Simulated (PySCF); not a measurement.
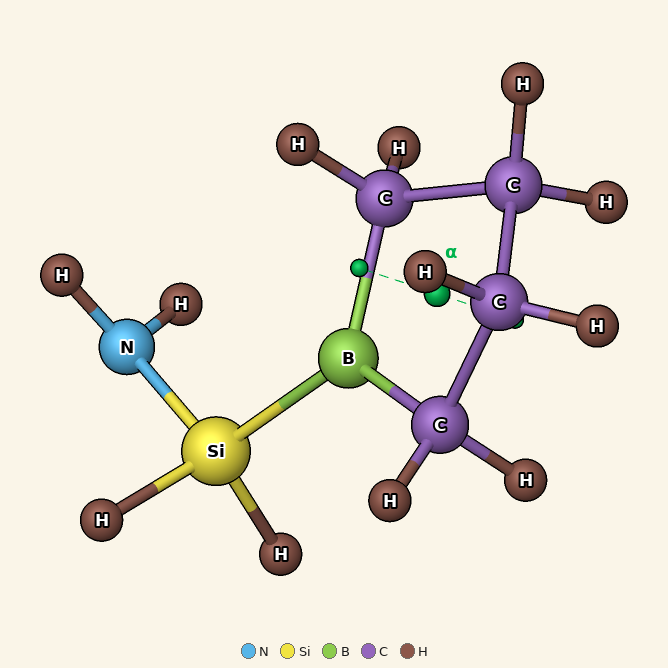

The small points mark where nucleus-independent chemical shifts (NICS) were computed: at the centre of each lettered ring and 1 Å above and below it. The computed structure is the end point of a GFN2-xTB optimisation. No frequency run is at hand to confirm it as a minimum. Method: GIAO PBE0/pcSseg-1 NMR shielding, non-relativistic, gas phase (PySCF 2.14.0).

Give NICS(0), NICS(1) and the out-of-plane component NICS(1)zz for each ring (means of the two sides).

| ring | members | NICS(0) | NICS(1) | NICS(1)zz |
| --- | --- | --- | --- | --- |
| α | C4B | 0.2 | −3.6 | −3.8 |

Values in ppm.

> What do the values say about the ring currents?

Ring α: weak, as in a non-aromatic ring. NICS is one index among several.

The geometry is semi-empirical. Around B, Si such bond lengths and angles can be off by a tenth of an ångström or more and by several degrees, and values that hang on the shape move with them.
